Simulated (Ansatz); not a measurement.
# One shape, several levels: [SiH5]− (SMILES [H][Si-]([H])([H])([H])[H])

Aim: a comparison of 6 runs (UHF/STO-3G, HSE06/STO-3G, wB97X/STO-3G, UMP2/STO-3G, BCCD(T)/STO-3G, FCI/STO-3G) of [SiH5]−. 

The calculation is run with Ansatz 0.2.0.

**1. The structure to begin with**

The species is [SiH5]− (6 atoms), meant as a singlet with charge -1. As SMILES, `[H][Si-]([H])([H])([H])[H]`. The H4–Si1 distance was set to 1.864 Å, away from the relaxed value.

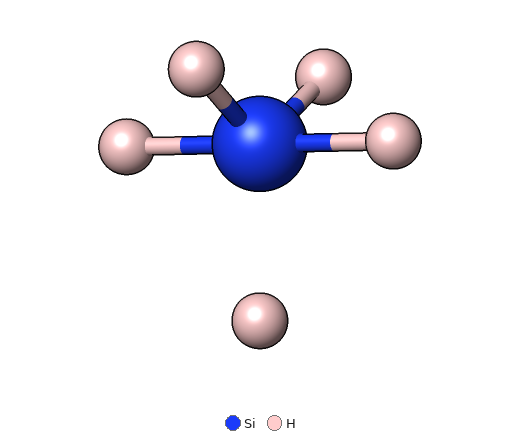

The structure, seen from a chosen angle (silicon blue, hydrogen pink).

**2. A single-point energy at UHF/STO-3G (run 1)**

Input file input.yaml:

```yaml
crystal:
  periodic: [false, false, false]
  atoms:
    - {symbol: Si, position_ang: [-0.372982, -0.002675, -0.002963]}
    - {symbol: H, position_ang: [-0.392632, -0.010695, 1.635477]}
    - {symbol: H, position_ang: [-0.350952, 0.004955, -1.646873]}
    - {symbol: H, position_ang: [1.490630, 0.011850, 0.019200]}
    - {symbol: H, position_ang: [-1.130292, 1.282195, -0.007053]}
    - {symbol: H, position_ang: [-1.107472, -1.300155, -0.019953]}
basis:
  gaussian:
    orbitals: STO-3G
accuracy: high
hamiltonian:
  xc: hf
total_charge: -1
magnetization:
  spin_polarized: true
```

Command:

```bash
$ ansatz run input.yaml --threads 1 --pin off --max-ram 2610MiB --events-out events.jsonl --progress --plain --runs-dir runs
```

What it wrote:

```text
Warning: RAYON_NUM_THREADS=1 ignored (pool sized by the plan → 1); use --threads N
Functional definition: HF
  name "HF"
  exchange = exact_x
  correlation = 0
222 factors; integrals over basis functions are off by at most 1.7e-8 eV
mean field evaluation 1: about -7840.3643 eV, gradient 9.5e0 eV
mean field evaluation 2: about -7840.3982 eV, gradient 9.4e0 eV
mean field evaluation 4: about -7841.1603 eV, gradient 3.0e-1 eV
mean field evaluation 8: about -7841.1602 eV, gradient 3.0e-5 eV
mean field -7841.16016299 eV, -288.1573210605 hartree, gradient 5.7e-8 eV, S^2 0.000000; 0 other end points of the search recorded, 0 dependent functions left out
reference -7841.16016299 eV, -288.1573210605 hartree; 10, 10 occupied and 4, 4 virtual orbitals, 222 factors
Total energy: -7841.16016299 eV, -288.1573210605 hartree
```

Run time: 0.08 s. Hardware: 1 thread of Arm Neoverse V1, shared host.

**3. A single-point energy at HSE06/STO-3G (run 2)**

Changes to input.yaml since step 2:

```diff
@@ -13,6 +13,4 @@
 accuracy: high
+total_charge: -1
 hamiltonian:
-  xc: hf
-total_charge: -1
-magnetization:
-  spin_polarized: true
+  xc: hse06
```

Command:

```bash
$ ansatz run input.yaml --threads 1 --pin off --max-ram 2610MiB --events-out events.jsonl --progress --plain --runs-dir runs
```

What it wrote:

```text
Warning: RAYON_NUM_THREADS=1 ignored (pool sized by the plan → 1); use --threads N
Functional definition: HSE06
  name "HSE06"
  parameter a = 0.25
  parameter omega = 0.11/bohr
  exchange = pbe_x - a*pbe_x_sr(omega) + a*exact_x_sr(omega)
  correlation = pbe_c
222 factors; integrals over basis functions are off by at most 1.7e-8 eV
56 factors; integrals over basis functions are off by at most 1.4e-9 eV
mean field evaluation 1: about -7853.8360 eV, gradient 2.5e1 eV
mean field evaluation 2: about -7854.6279 eV, gradient 2.0e1 eV
mean field evaluation 4: about -7856.2155 eV, gradient 3.6e-1 eV
mean field evaluation 8: about -7856.1778 eV, gradient 1.0e-3 eV
mean field evaluation 16: about -7856.1778 eV, gradient 1.2e-8 eV
mean field -7856.17781189 eV, -288.7092094782 hartree, gradient 1.2e-8 eV, S^2 0.000000; 0 other end points of the search recorded, 0 dependent functions left out
reference -7856.17781362 eV, -288.7092095419 hartree; 10, 10 occupied and 4, 4 virtual orbitals, 222 factors
Total energy: -7856.17781362 eV, -288.7092095419 hartree
```

It took 1.1 s on 1 thread of Arm Neoverse V1, shared host.

Run 3 isn't shown in full; the table further down has it.

**4. The energy at UMP2/STO-3G (run 4)**

Input file job.yaml:

```yaml
crystal:
  periodic: [false, false, false]
  atoms:
    - symbol: Si
      position_ang: [-0.372982, -0.002675, -0.002963]
    - symbol: H
      position_ang: [-0.392632, -0.010695, 1.635477]
    - symbol: H
      position_ang: [-0.350952, 0.004955, -1.646873]
    - symbol: H
      position_ang: [1.490630, 0.011850, 0.019200]
    - symbol: H
      position_ang: [-1.130292, 1.282195, -0.007053]
    - symbol: H
      position_ang: [-1.107472, -1.300155, -0.019953]
basis:
  gaussian: {orbitals: STO-3G}
accuracy: high
correlation: {method: mp2, frozen_orbitals: {H: 0, Si: 5}}
total_charge: -1
magnetization: {spin_polarized: true}
```

Command:

```bash
$ ansatz run job.yaml --threads 1 --pin off --max-ram 2610MiB --events-out events.jsonl --progress --plain --runs-dir runs
```

What it wrote:

```text
Warning: RAYON_NUM_THREADS=1 ignored (pool sized by the plan → 1); use --threads N
[... 4 set-up lines as earlier in the session ...]
222 factors; integrals over basis functions are off by at most 1.7e-8 eV
mean field evaluation 1: about -7840.3643 eV, gradient 9.5e0 eV
mean field evaluation 2: about -7840.3982 eV, gradient 9.4e0 eV
mean field evaluation 4: about -7841.1603 eV, gradient 3.0e-1 eV
mean field evaluation 8: about -7841.1602 eV, gradient 3.0e-5 eV
mean field -7841.16016299 eV, -288.1573210605 hartree, gradient 5.7e-8 eV, S^2 0.000000; 0 other end points of the search recorded, 0 dependent functions left out
5 core orbitals not correlated: weight in the atoms' cores, before any rotation towards them, 0.999 or more for the frozen orbitals, at most 0.000 for the correlated occupied ones
reference -7841.16016299 eV, -288.1573210605 hartree; 5, 5 occupied and 4, 4 virtual orbitals, 222 factors
second order -1.62687700 eV of doubles, -0.00000000 eV of singles
Total energy: -7842.78703999 eV, -288.2171076877 hartree
```

Wall time 0.08 s (1 thread of Arm Neoverse V1, shared host).

Run 5 isn't shown in full; the table further down has it.

**5. A single-point energy at FCI/STO-3G (run 6)**

Input file run.yaml:

```yaml
basis:
  gaussian: {orbitals: STO-3G}
crystal:
  periodic: [false, false, false]
  atoms:
    - symbol: Si
      position_ang: [-0.372982, -0.002675, -0.002963]
    - symbol: H
      position_ang: [-0.392632, -0.010695, 1.635477]
    - symbol: H
      position_ang: [-0.350952, 0.004955, -1.646873]
    - symbol: H
      position_ang: [1.490630, 0.011850, 0.019200]
    - symbol: H
      position_ang: [-1.130292, 1.282195, -0.007053]
    - symbol: H
      position_ang: [-1.107472, -1.300155, -0.019953]
total_charge: -1
correlation: {method: fci, frozen_orbitals: {H: 0, Si: 5}}
accuracy: high
```

Command:

```bash
$ ansatz run run.yaml --threads 1 --pin off --max-ram 2610MiB --events-out events.jsonl --progress --plain --runs-dir runs
```

What it wrote:

```text
Warning: RAYON_NUM_THREADS=1 ignored (pool sized by the plan → 1); use --threads N
[... 4 set-up lines as earlier in the session ...]
222 factors; integrals over basis functions are off by at most 1.7e-8 eV
mean field evaluation 1: about -7840.3643 eV, gradient 1.3e1 eV
mean field evaluation 2: about -7840.3982 eV, gradient 1.3e1 eV
mean field evaluation 4: about -7841.1603 eV, gradient 4.3e-1 eV
mean field evaluation 8: about -7841.1602 eV, gradient 4.5e-5 eV
mean field -7841.16016299 eV, -288.1573210605 hartree, gradient 8.4e-8 eV, S^2 0.000000; 0 other end points of the search recorded, 0 dependent functions left out
5 core orbitals not correlated: weight in the atoms' cores, before any rotation towards them, 0.999 or more for the frozen orbitals, at most 0.000 for the correlated occupied ones
reference -7841.16016299 eV, -288.1573210605 hartree; 5, 5 occupied and 4, 4 virtual orbitals, 222 factors
state -7843.60913222 eV, -288.2473190200 hartree
Total energy: -7843.60913222 eV, -288.2473190200 hartree
```

Run time: 0.24 s. Hardware: 1 thread of Arm Neoverse V1, shared host.

**6. The series**

```
run           level  frozen core orbitals  energy (Eh)  wall time
  1      UHF/STO-3G                     –  -288.157321     0.08 s
  2    HSE06/STO-3G                     –  -288.709210      1.1 s
  3    wB97X/STO-3G                     –  -288.834126      3.6 s
  4     UMP2/STO-3G                     5  -288.217108     0.08 s
  5  BCCD(T)/STO-3G                     5  -288.247018     0.12 s
  6      FCI/STO-3G                     5  -288.247319     0.24 s
```

**7. Outcome**

| quantity | value |
| --- | --- |
| run 6: total energy | -288.24732 Eh |
| run 6: correlation energy (5 core orbitals frozen) | -90.0 mEh |

**Reading.** Against full CI in this basis: UHF +90.0 mEh; UMP2 +30.2 mEh; BCCD(T) +0.3 mEh. Totals of different functionals can't be ranked against each other. In runs 1, 2, 3, 4, 5, 6 the basis is minimal, so the values are rough. All runs together took 5.2 s, the longest 3.6 s.
